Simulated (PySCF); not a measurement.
# C₃H₃BF₂: electronic excitations at several levels of theory

Aim: compute the electronic excitations of C₃H₃BF₂ (`FBC1=C(F)C1`) at several levels, and see how far they spread and what each costs.

Computed with PySCF 2.14.0, with density-fitted response routines of our own, on a single molecule in the gas phase. Atoms are numbered from 0 throughout.

### 1 The starting structure

9 atoms, charge 0, multiplicity 1; geometry from: PBE0-D3(BJ)/def2-SVP.

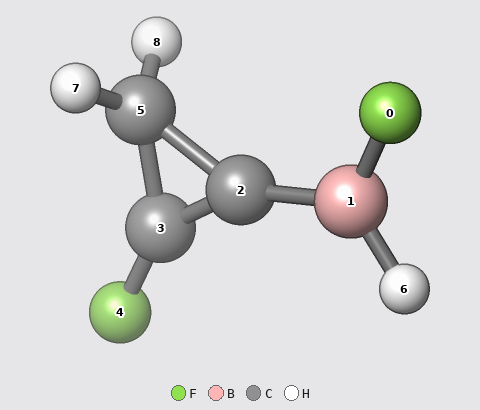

As it starts; fluorine green, boron pink, carbon grey, hydrogen white, atoms numbered; sticks join atoms by distance.

### 2 TDDFT and polarisability: LDA/def2-SVPD

What the job is given:

```
{"job": {"kind": "uv", "xc": "LDA", "basis": "def2-SVPD", "ip": true}, "charge": 0, "multiplicity": 1}
F      2.415055     0.807970    -0.240112
B      1.696791    -0.283619    -0.030626
C      0.174988    -0.181100     0.014618
C     -1.024921    -0.670248     0.141496
F     -1.761235    -1.722183     0.330357
C     -1.073416     0.763758    -0.078096
H      2.282908    -1.329830     0.119133
H     -1.286671     1.445722     0.759195
H     -1.367012     1.164114    -1.060602
```

With the program's defaults for keys left out, this is: TDDFT LDA/def2-SVPD, vertical, gas phase, core orbitals frozen in the response.

The run is started by

```sh
> OMP_NUM_THREADS=1 python probes_run.py task.json out
```

One launch serves the whole session: the jobs run in the order shown.

The program printed:

```text
coarse grid: 8376 points
cycle   1  E = -337.6622837288  dE =  7.527e-01  |g| = 5.827e-01  |ddm| = 5.074e+00
cycle   2  E = -337.3427775462  dE =  3.195e-01  |g| = 1.319e+00  |ddm| = 2.262e+00
cycle   3  E = -337.7135854575  dE = -3.708e-01  |g| = 2.989e-01  |ddm| = 1.845e+00
cycle   4  E = -337.7354829305  dE = -2.190e-02  |g| = 8.276e-02  |ddm| = 5.283e-01
cycle   5  E = -337.7367209098  dE = -1.238e-03  |g| = 4.456e-02  |ddm| = 1.547e-01
cycle   6  E = -337.7371391332  dE = -4.182e-04  |g| = 9.239e-03  |ddm| = 5.331e-02
cycle   7  E = -337.7371578611  dE = -1.873e-05  |g| = 2.470e-03  |ddm| = 2.023e-02
cycle   8  E = -337.7371590462  dE = -1.185e-06  |g| = 8.610e-04  |ddm| = 4.273e-03
final grid: 84160 points
cycle   9  E = -337.7778577240  dE = -4.978e-05  |g| = 4.728e-03  |ddm| = 1.105e-01
cycle  10  E = -337.7778452843  dE =  1.244e-05  |g| = 9.345e-03  |ddm| = 1.441e-02
cycle  11  E = -337.7778619378  dE = -1.665e-05  |g| = 1.086e-03  |ddm| = 9.800e-03
cycle  12  E = -337.7778621340  dE = -1.962e-07  |g| = 6.273e-04  |ddm| = 2.200e-03
cycle  13  E = -337.7778622216  dE = -8.758e-08  |g| = 2.520e-04  |ddm| = 1.065e-03
cycle  14  E = -337.7778622380  dE = -1.635e-08  |g| = 2.332e-05  |ddm| = 3.538e-04
cycle  15  E = -337.7778622381  dE = -9.970e-11  |g| = 1.207e-05  |ddm| = 6.062e-05
converged SCF energy = -337.7778622381

Static polarisability (au): isotropic 53.362, principal 36.887 51.593 71.605

Singlet excitations
state   eV       nm        f      main configurations
  1   4.6288    267.9   0.00293   H-1->L 1.00
  2   4.8224    257.1   0.18790   H->L 0.95
  3   5.7509    215.6   0.00035   H-2->L 0.98
  4   6.0620    204.5   0.00063   H-3->L 0.97
  5   6.5692    188.7   0.00277   H->L+1 0.98
  6   7.3080    169.7   0.04173   H-1->L+1 0.98
  7   7.3925    167.7   0.01158   H->L+3 0.85, H->L+2 0.14
  8   7.8615    157.7   0.02768   H->L+4 1.00
  9   7.8928    157.1   0.03959   H->L+2 0.62, H-4->L 0.20, H->L+3 0.10
 10   8.1390    152.3   0.00012   H->L+5 0.95

Triplet excitations (Tamm-Dancoff, eV): 3.3612 4.3309 5.4863 5.7507
Vertical ionisation energy (delta-SCF) = 10.2795 eV
Vertical electron affinity (delta-SCF) = 0.1869 eV
```

Wall time 25 s (1 thread of Intel Xeon 6975P-C, shared host); peak memory 0.4 GiB.

The orbitals next to the gap, with their largest atomic shares:

```csv
orbital,eV,atoms
HOMO−3,-9.06,"F0 25 %, C5 21 %, C2 17 %"
HOMO−2,-8.80,"C2 25 %, F4 21 %, C3 21 %"
HOMO−1,-7.65,"B1 20 %, C5 20 %, C2 14 %"
HOMO,-6.91,"C2 32 %, C3 20 %, C5 17 %"
LUMO,-3.17,"B1 30 %, C3 24 %, C2 17 %"
LUMO+1,-0.41,"C3 27 %, B1 21 %, C5 16 %"
LUMO+2,0.40,"B1 26 %, C2 26 %, C3 14 %"
```

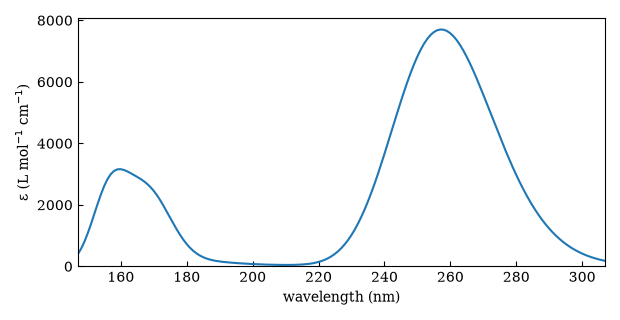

Absorption spectrum: each of the 10 states is a Gaussian band of 0.4 eV half-width at 1/e. Beyond the last state computed it falls off for lack of states.

Further results of this job:

```csv
property,computed
dipole moment (D),1.24
polarisability (Å³),7.91
HOMO–LUMO gap (eV),3.74
−ε(HOMO) (eV),6.91
```

### 3 Ultraviolet spectrum: PBE/def2-SVPD

Settings changed since step 2:

```diff
@@ -1,2 +1,2 @@
-{"job": {"kind": "uv", "xc": "LDA", "basis": "def2-SVPD", "ip": true}, "charge": 0, "multiplicity": 1}
+{"job": {"kind": "uv", "xc": "PBE", "basis": "def2-SVPD", "ip": true}, "charge": 0, "multiplicity": 1}
 F      2.415055     0.807970    -0.240112
```

Level: TDDFT PBE/def2-SVPD, vertical, gas phase, core orbitals frozen in the response.

The program printed:

```text
coarse grid: 8376 points
cycle   1  E = -339.8638054286  dE =  7.732e-01  |g| = 6.017e-01  |ddm| = 4.705e+00
cycle   2  E = -339.5577149979  dE =  3.061e-01  |g| = 1.319e+00  |ddm| = 2.332e+00
cycle   3  E = -339.9182093986  dE = -3.605e-01  |g| = 2.923e-01  |ddm| = 1.797e+00
cycle   4  E = -339.9391278574  dE = -2.092e-02  |g| = 8.531e-02  |ddm| = 5.385e-01
cycle   5  E = -339.9404608182  dE = -1.333e-03  |g| = 4.481e-02  |ddm| = 1.527e-01
cycle   6  E = -339.9408933245  dE = -4.325e-04  |g| = 8.503e-03  |ddm| = 5.528e-02
cycle   7  E = -339.9409090998  dE = -1.578e-05  |g| = 2.535e-03  |ddm| = 1.969e-02
cycle   8  E = -339.9409102746  dE = -1.175e-06  |g| = 8.766e-04  |ddm| = 4.054e-03
final grid: 84160 points
cycle   9  E = -340.0032983794  dE = -3.704e-05  |g| = 1.011e-02  |ddm| = 1.125e-01
cycle  10  E = -340.0032376479  dE =  6.073e-05  |g| = 1.975e-02  |ddm| = 4.015e-02
cycle  11  E = -340.0033221132  dE = -8.447e-05  |g| = 2.175e-03  |ddm| = 2.352e-02
cycle  12  E = -340.0033230766  dE = -9.634e-07  |g| = 3.200e-04  |ddm| = 3.328e-03
cycle  13  E = -340.0033230945  dE = -1.794e-08  |g| = 1.790e-04  |ddm| = 8.525e-04
cycle  14  E = -340.0033231003  dE = -5.801e-09  |g| = 8.319e-05  |ddm| = 3.338e-04
cycle  15  E = -340.0033231023  dE = -1.991e-09  |g| = 1.430e-05  |ddm| = 1.371e-04
cycle  16  E = -340.0033231024  dE = -4.263e-11  |g| = 7.782e-06  |ddm| = 2.312e-05
converged SCF energy = -340.0033231024

Static polarisability (au): isotropic 52.935, principal 36.527 51.381 70.898

Singlet excitations
state   eV       nm        f      main configurations
  1   4.7393    261.6   0.00272   H-1->L 1.00
  2   4.9044    252.8   0.19136   H->L 0.95
  3   5.8257    212.8   0.00028   H-2->L 0.99
  4   6.1868    200.4   0.00089   H-3->L 0.97
  5   6.4691    191.7   0.00197   H->L+1 0.98
  6   7.2400    171.2   0.04186   H-1->L+1 0.98
  7   7.2960    169.9   0.00993   H->L+2 0.99
  8   7.6638    161.8   0.02556   H->L+4 0.99
  9   7.9638    155.7   0.03281   H->L+3 0.76, H-4->L 0.12
 10   8.0595    153.8   0.00081   H->L+5 0.98

Triplet excitations (Tamm-Dancoff, eV): 3.3028 4.3789 5.5174 5.8000
Vertical ionisation energy (delta-SCF) = 10.0492 eV
Vertical electron affinity (delta-SCF) = 0.0195 eV
```

Run time: 41 s. Hardware: 1 thread of Intel Xeon 6975P-C, shared host; peak memory 0.56 GiB.

Key values: HOMO -6.75 eV, LUMO -2.90 eV; lowest singlet 4.74 eV.

### 4 Ultraviolet spectrum: B3LYP/def2-SVPD

Settings changed since step 3:

```diff
@@ -1,2 +1,2 @@
-{"job": {"kind": "uv", "xc": "PBE", "basis": "def2-SVPD", "ip": true}, "charge": 0, "multiplicity": 1}
+{"job": {"kind": "uv", "xc": "B3LYP", "basis": "def2-SVPD", "ip": true}, "charge": 0, "multiplicity": 1}
 F      2.415055     0.807970    -0.240112
```

With the program's defaults for keys left out, this is: TDDFT B3LYP/def2-SVPD, vertical, gas phase, core orbitals frozen in the response.

The program printed:

```text
coarse grid: 8376 points
cycle   1  E = -340.2611900426  dE =  8.746e-01  |g| = 5.978e-01  |ddm| = 4.564e+00
cycle   2  E = -340.1352196086  dE =  1.260e-01  |g| = 1.005e+00  |ddm| = 1.765e+00
cycle   3  E = -340.3261902196  dE = -1.910e-01  |g| = 1.308e-01  |ddm| = 1.192e+00
cycle   4  E = -340.3297369213  dE = -3.547e-03  |g| = 5.699e-02  |ddm| = 2.696e-01
cycle   5  E = -340.3303882345  dE = -6.513e-04  |g| = 1.933e-02  |ddm| = 8.514e-02
cycle   6  E = -340.3304669697  dE = -7.874e-05  |g| = 4.122e-03  |ddm| = 2.564e-02
cycle   7  E = -340.3304706379  dE = -3.668e-06  |g| = 9.301e-04  |ddm| = 8.194e-03
final grid: 84160 points
cycle   8  E = -340.3811622832  dE = -3.674e-05  |g| = 3.142e-03  |ddm| = 1.013e-01
cycle   9  E = -340.3811596510  dE =  2.632e-06  |g| = 4.743e-03  |ddm| = 1.127e-02
cycle  10  E = -340.3811645627  dE = -4.912e-06  |g| = 6.850e-04  |ddm| = 5.541e-03
cycle  11  E = -340.3811646513  dE = -8.864e-08  |g| = 2.259e-04  |ddm| = 1.259e-03
cycle  12  E = -340.3811646619  dE = -1.055e-08  |g| = 1.162e-04  |ddm| = 4.585e-04
cycle  13  E = -340.3811646650  dE = -3.172e-09  |g| = 1.697e-05  |ddm| = 1.682e-04
cycle  14  E = -340.3811646651  dE = -5.753e-11  |g| = 4.547e-06  |ddm| = 4.266e-05
converged SCF energy = -340.3811646651

Static polarisability (au): isotropic 50.994, principal 35.780 49.632 67.570

Singlet excitations
state   eV       nm        f      main configurations
  1   5.1732    239.7   0.10139   H-1->L 0.50, H->L 0.48
  2   5.1780    239.4   0.10386   H-1->L 0.49, H->L 0.49
  3   6.2593    198.1   0.00009   H-2->L 0.98
  4   6.7238    184.4   0.00507   H->L+1 0.94
  5   6.8963    179.8   0.00070   H-3->L 0.94
  6   7.6046    163.0   0.01676   H->L+2 0.93
  7   7.8367    158.2   0.07134   H-1->L+1 0.96
  8   8.0393    154.2   0.02415   H->L+3 0.94
  9   8.3148    149.1   0.00057   H->L+5 0.90
 10   8.3771    148.0   0.02978   H->L+4 0.86

Triplet excitations (Tamm-Dancoff, eV): 3.4283 4.8182 5.9527 6.3677
Vertical ionisation energy (delta-SCF) = 10.1910 eV
Vertical electron affinity (delta-SCF) = 0.0226 eV
```

Wall time 34 s (1 thread of Intel Xeon 6975P-C, shared host); peak memory 0.68 GiB.

This run: HOMO -7.70 eV, LUMO -2.19 eV; lowest singlet 5.17 eV.

### 5 Excited states and response: PBE0/def2-SVPD

Settings changed since step 4:

```diff
@@ -1,2 +1,2 @@
-{"job": {"kind": "uv", "xc": "B3LYP", "basis": "def2-SVPD", "ip": true}, "charge": 0, "multiplicity": 1}
+{"job": {"kind": "uv", "xc": "PBE0", "basis": "def2-SVPD", "ip": true}, "charge": 0, "multiplicity": 1}
 F      2.415055     0.807970    -0.240112
```

With the program's defaults for keys left out, this is: TDDFT PBE0/def2-SVPD, vertical, gas phase, core orbitals frozen in the response.

The program printed:

```text
coarse grid: 8376 points
cycle   1  E = -339.9051201680  dE =  9.003e-01  |g| = 5.592e-01  |ddm| = 4.536e+00
cycle   2  E = -339.8168947912  dE =  8.823e-02  |g| = 8.764e-01  |ddm| = 1.627e+00
cycle   3  E = -339.9637960556  dE = -1.469e-01  |g| = 1.047e-01  |ddm| = 1.072e+00
cycle   4  E = -339.9659561920  dE = -2.160e-03  |g| = 5.179e-02  |ddm| = 2.399e-01
cycle   5  E = -339.9665174093  dE = -5.612e-04  |g| = 1.410e-02  |ddm| = 7.624e-02
cycle   6  E = -339.9665585838  dE = -4.117e-05  |g| = 3.431e-03  |ddm| = 2.158e-02
cycle   7  E = -339.9665611352  dE = -2.551e-06  |g| = 6.125e-04  |ddm| = 6.235e-03
final grid: 84160 points
cycle   8  E = -340.0127263115  dE = -2.861e-05  |g| = 4.485e-03  |ddm| = 6.999e-02
cycle   9  E = -340.0127233629  dE =  2.949e-06  |g| = 5.988e-03  |ddm| = 1.801e-02
cycle  10  E = -340.0127313109  dE = -7.948e-06  |g| = 8.972e-04  |ddm| = 8.011e-03
cycle  11  E = -340.0127314517  dE = -1.408e-07  |g| = 2.027e-04  |ddm| = 1.504e-03
cycle  12  E = -340.0127314592  dE = -7.437e-09  |g| = 1.103e-04  |ddm| = 4.880e-04
cycle  13  E = -340.0127314623  dE = -3.163e-09  |g| = 2.644e-05  |ddm| = 1.847e-04
cycle  14  E = -340.0127314625  dE = -1.503e-10  |g| = 4.244e-06  |ddm| = 4.939e-05
converged SCF energy = -340.0127314625

Static polarisability (au): isotropic 50.373, principal 35.399 48.949 66.770

Singlet excitations
state   eV       nm        f      main configurations
  1   5.2419    236.5   0.04173   H-1->L 0.81, H->L 0.18
  2   5.2480    236.3   0.16730   H->L 0.79, H-1->L 0.19
  3   6.3506    195.2   0.00015   H-2->L 0.98
  4   6.9387    178.7   0.00655   H->L+1 0.75, H-3->L 0.22
  5   7.0314    176.3   0.00002   H-3->L 0.76, H->L+1 0.22
  6   7.8356    158.2   0.01855   H->L+2 0.87
  7   8.0934    153.2   0.07605   H-1->L+1 0.94
  8   8.3284    148.9   0.02290   H->L+3 0.88
  9   8.5342    145.3   0.00332   H->L+5 0.81
 10   8.5684    144.7   0.02849   H->L+4 0.83

Triplet excitations (Tamm-Dancoff, eV): 3.3866 4.8232 5.9901 6.4061
Vertical ionisation energy (delta-SCF) = 10.1640 eV
Vertical electron affinity (delta-SCF) = 0.0388 eV
```

Run time: 32 s. Hardware: 1 thread of Intel Xeon 6975P-C, shared host; peak memory 0.68 GiB.

This run: HOMO -7.90 eV, LUMO -1.98 eV; lowest singlet 5.24 eV.

### 6 TDDFT and polarisability: BHandHLYP/def2-SVPD

Settings changed since step 5:

```diff
@@ -1,2 +1,2 @@
-{"job": {"kind": "uv", "xc": "PBE0", "basis": "def2-SVPD", "ip": true}, "charge": 0, "multiplicity": 1}
+{"job": {"kind": "uv", "xc": "BHandHLYP", "basis": "def2-SVPD", "ip": true}, "charge": 0, "multiplicity": 1}
 F      2.415055     0.807970    -0.240112
```

Method: TDDFT BHandHLYP/def2-SVPD, vertical, gas phase, core orbitals frozen in the response.

The program printed:

```text
coarse grid: 8376 points
cycle   1  E = -340.1065420727  dE =  1.044e+00  |g| = 5.874e-01  |ddm| = 4.279e+00
cycle   2  E = -340.1015993132  dE =  4.943e-03  |g| = 6.537e-01  |ddm| = 1.376e+00
cycle   3  E = -340.1774590286  dE = -7.586e-02  |g| = 5.467e-02  |ddm| = 7.729e-01
cycle   4  E = -340.1780718189  dE = -6.128e-04  |g| = 3.182e-02  |ddm| = 1.384e-01
cycle   5  E = -340.1782955573  dE = -2.237e-04  |g| = 9.447e-03  |ddm| = 5.850e-02
cycle   6  E = -340.1783146778  dE = -1.912e-05  |g| = 2.024e-03  |ddm| = 1.456e-02
cycle   7  E = -340.1783157637  dE = -1.086e-06  |g| = 5.393e-04  |ddm| = 4.170e-03
final grid: 84160 points
cycle   8  E = -340.2120870971  dE = -1.679e-05  |g| = 2.209e-03  |ddm| = 5.841e-02
cycle   9  E = -340.2120872379  dE = -1.408e-07  |g| = 2.209e-03  |ddm| = 7.183e-03
cycle  10  E = -340.2120882468  dE = -1.009e-06  |g| = 2.709e-04  |ddm| = 2.595e-03
cycle  11  E = -340.2120882569  dE = -1.015e-08  |g| = 1.325e-04  |ddm| = 5.309e-04
cycle  12  E = -340.2120882611  dE = -4.123e-09  |g| = 3.148e-05  |ddm| = 2.305e-04
cycle  13  E = -340.2120882613  dE = -2.462e-10  |g| = 9.441e-06  |ddm| = 6.225e-05
converged SCF energy = -340.2120882613

Static polarisability (au): isotropic 48.632, principal 34.733 47.388 63.776

Singlet excitations
state   eV       nm        f      main configurations
  1   5.5170    224.7   0.21201   H->L 0.96
  2   5.6926    217.8   0.00497   H-1->L 0.97
  3   6.7775    182.9   0.00003   H-2->L 0.93
  4   7.1324    173.8   0.00887   H->L+1 0.90
  5   7.6920    161.2   0.00188   H-3->L 0.89
  6   8.0612    153.8   0.02504   H->L+2 0.48, H->L+3 0.30, H->L+4 0.12
  7   8.5484    145.0   0.10727   H-1->L+1 0.85
  8   8.6216    143.8   0.01072   H->L+2 0.44, H->L+4 0.25, H->L+3 0.25
  9   8.7963    141.0   0.01511   H->L+3 0.43, H->L+4 0.42
 10   8.9358    138.7   0.04537   H->L+5 0.84

Triplet excitations (Tamm-Dancoff, eV): 3.4806 5.2830 6.4155 6.8778
Vertical ionisation energy (delta-SCF) = 10.1160 eV
```

Run time: 17 s. Hardware: 1 thread of Intel Xeon 6975P-C, shared host; peak memory 0.67 GiB.

Key values: HOMO -8.93 eV, LUMO -0.92 eV; lowest singlet 5.52 eV.

### 7 Excited states and response: CAM-B3LYP/def2-SVPD

Settings changed since step 6:

```diff
@@ -1,2 +1,2 @@
-{"job": {"kind": "uv", "xc": "BHandHLYP", "basis": "def2-SVPD", "ip": true}, "charge": 0, "multiplicity": 1}
+{"job": {"kind": "uv", "xc": "CAM-B3LYP", "basis": "def2-SVPD", "ip": true}, "charge": 0, "multiplicity": 1}
 F      2.415055     0.807970    -0.240112
```

Level: TDDFT CAM-B3LYP/def2-SVPD, vertical, gas phase, core orbitals frozen in the response.

The program printed:

```text
coarse grid: 8376 points
cycle   1  E = -340.1200043997  dE =  1.024e+00  |g| = 6.062e-01  |ddm| = 4.399e+00
cycle   2  E = -340.0914987636  dE =  2.851e-02  |g| = 7.728e-01  |ddm| = 1.442e+00
cycle   3  E = -340.1942569942  dE = -1.028e-01  |g| = 5.183e-02  |ddm| = 8.347e-01
cycle   4  E = -340.1947948316  dE = -5.378e-04  |g| = 2.708e-02  |ddm| = 1.185e-01
cycle   5  E = -340.1949352459  dE = -1.404e-04  |g| = 9.752e-03  |ddm| = 4.807e-02
cycle   6  E = -340.1949520769  dE = -1.683e-05  |g| = 2.678e-03  |ddm| = 1.263e-02
cycle   7  E = -340.1949538833  dE = -1.806e-06  |g| = 6.709e-04  |ddm| = 5.161e-03
final grid: 84160 points
cycle   8  E = -340.2467616298  dE = -3.028e-05  |g| = 3.192e-03  |ddm| = 7.176e-02
cycle   9  E = -340.2467609486  dE =  6.812e-07  |g| = 3.890e-03  |ddm| = 9.566e-03
cycle  10  E = -340.2467637842  dE = -2.836e-06  |g| = 3.971e-04  |ddm| = 3.654e-03
cycle  11  E = -340.2467638090  dE = -2.485e-08  |g| = 1.701e-04  |ddm| = 8.731e-04
cycle  12  E = -340.2467638166  dE = -7.611e-09  |g| = 5.429e-05  |ddm| = 3.178e-04
cycle  13  E = -340.2467638174  dE = -7.072e-10  |g| = 1.101e-05  |ddm| = 9.294e-05
converged SCF energy = -340.2467638174

Static polarisability (au): isotropic 50.065, principal 35.505 48.884 65.805

Singlet excitations
state   eV       nm        f      main configurations
  1   5.3422    232.1   0.20577   H->L 0.96
  2   5.4060    229.3   0.00476   H-1->L 0.98
  3   6.4442    192.4   0.00005   H-2->L 0.95
  4   6.9535    178.3   0.00704   H->L+1 0.87
  5   7.2501    171.0   0.00120   H-3->L 0.90
  6   7.9065    156.8   0.02086   H->L+2 0.48, H->L+3 0.31, H->L+4 0.11
  7   8.2442    150.4   0.08418   H-1->L+1 0.89
  8   8.4910    146.0   0.00940   H->L+2 0.41, H->L+4 0.33, H->L+3 0.20
  9   8.6664    143.1   0.01819   H->L+3 0.46, H->L+4 0.38
 10   8.7217    142.2   0.04239   H->L+5 0.85

Triplet excitations (Tamm-Dancoff, eV): 3.4491 5.0207 6.1139 6.6194
Vertical ionisation energy (delta-SCF) = 10.2245 eV
Vertical electron affinity (delta-SCF) = 0.0238 eV
```

Run time: 41 s. Hardware: 1 thread of Intel Xeon 6975P-C, shared host; peak memory 0.73 GiB.

This run: HOMO -9.20 eV, LUMO -0.85 eV; lowest singlet 5.34 eV.

### 8 Ultraviolet spectrum: wB97X-D/def2-SVPD

Settings changed since step 7:

```diff
@@ -1,2 +1,2 @@
-{"job": {"kind": "uv", "xc": "CAM-B3LYP", "basis": "def2-SVPD", "ip": true}, "charge": 0, "multiplicity": 1}
+{"job": {"kind": "uv", "xc": "wB97X-D", "basis": "def2-SVPD", "ip": true}, "charge": 0, "multiplicity": 1}
 F      2.415055     0.807970    -0.240112
```

With the program's defaults for keys left out, this is: TDDFT wB97X-D/def2-SVPD, vertical, gas phase, core orbitals frozen in the response.

The program printed:

```text
coarse grid: 8376 points
cycle   1  E = -340.1449173199  dE =  1.053e+00  |g| = 6.119e-01  |ddm| = 4.309e+00
cycle   2  E = -340.1420134384  dE =  2.904e-03  |g| = 6.917e-01  |ddm| = 1.324e+00
cycle   3  E = -340.2223602015  dE = -8.035e-02  |g| = 4.686e-02  |ddm| = 7.146e-01
cycle   4  E = -340.2229113825  dE = -5.512e-04  |g| = 1.761e-02  |ddm| = 1.016e-01
cycle   5  E = -340.2229873431  dE = -7.596e-05  |g| = 7.057e-03  |ddm| = 4.450e-02
cycle   6  E = -340.2229975657  dE = -1.022e-05  |g| = 1.512e-03  |ddm| = 1.248e-02
cycle   7  E = -340.2229987375  dE = -1.172e-06  |g| = 8.447e-04  |ddm| = 6.326e-03
final grid: 84160 points
cycle   8  E = -340.2683369448  dE = -8.660e-05  |g| = 6.897e-03  |ddm| = 1.746e-01
cycle   9  E = -340.2683360102  dE =  9.346e-07  |g| = 8.083e-03  |ddm| = 2.365e-02
cycle  10  E = -340.2683464964  dE = -1.049e-05  |g| = 5.049e-04  |ddm| = 6.244e-03
cycle  11  E = -340.2683465755  dE = -7.914e-08  |g| = 3.145e-04  |ddm| = 2.637e-03
cycle  12  E = -340.2683466049  dE = -2.936e-08  |g| = 1.102e-04  |ddm| = 7.522e-04
cycle  13  E = -340.2683466085  dE = -3.614e-09  |g| = 2.669e-05  |ddm| = 2.517e-04
cycle  14  E = -340.2683466091  dE = -5.273e-10  |g| = 1.619e-05  |ddm| = 1.196e-04
converged SCF energy = -340.2683466091

Static polarisability (au): isotropic 49.990, principal 35.645 48.772 65.554

Singlet excitations
state   eV       nm        f      main configurations
  1   5.3791    230.5   0.20505   H->L 0.96
  2   5.4441    227.7   0.00482   H-1->L 0.98
  3   6.4901    191.0   0.00007   H-2->L 0.96
  4   7.1908    172.4   0.01177   H->L+1 0.73, H-3->L 0.12
  5   7.3113    169.6   0.00007   H-3->L 0.80, H->L+1 0.12
  6   8.1235    152.6   0.02131   H->L+3 0.41, H->L+2 0.28, H->L+5 0.17
  7   8.4820    146.2   0.09448   H-1->L+1 0.85
  8   8.8122    140.7   0.00233   H->L+2 0.46, H->L+5 0.41
  9   8.8677    139.8   0.04260   H->L+4 0.80
 10   8.9522    138.5   0.03096   H->L+3 0.53, H->L+5 0.19, H->L+2 0.10

Triplet excitations (Tamm-Dancoff, eV): 3.5532 5.0919 6.1851 6.7318
Vertical ionisation energy (delta-SCF) = 10.1588 eV
Vertical electron affinity (delta-SCF) = -0.0835 eV
```

It took 38 s on 1 thread of Intel Xeon 6975P-C, shared host; peak memory 0.71 GiB.

This run: HOMO -9.70 eV, LUMO -0.10 eV; lowest singlet 5.38 eV.

[end of part 1 of 2]
